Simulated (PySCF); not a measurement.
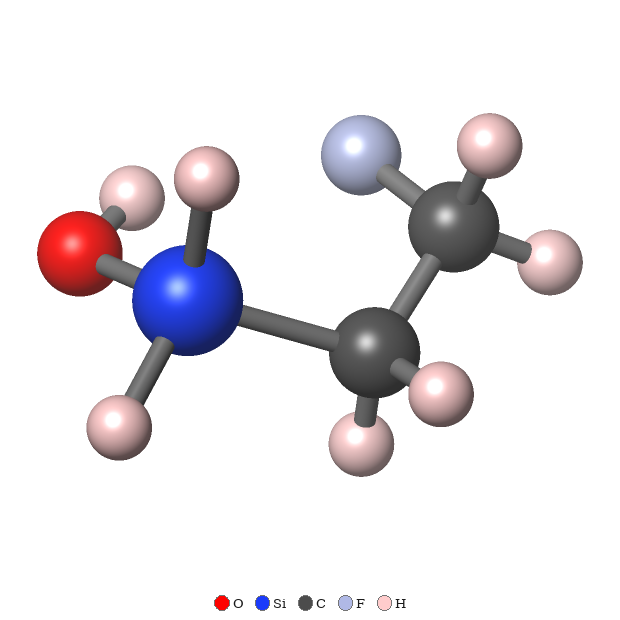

Computed geometry: PBE0-D3(BJ)/def2-SVP optimisation. No frequency run is at hand to confirm it as a minimum.

Give the structural formula.

SMILES: O[SiH2]CCF

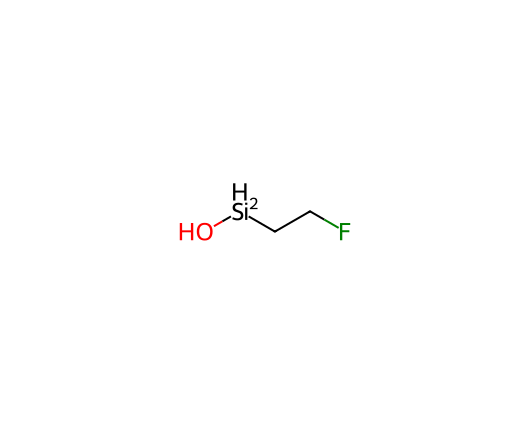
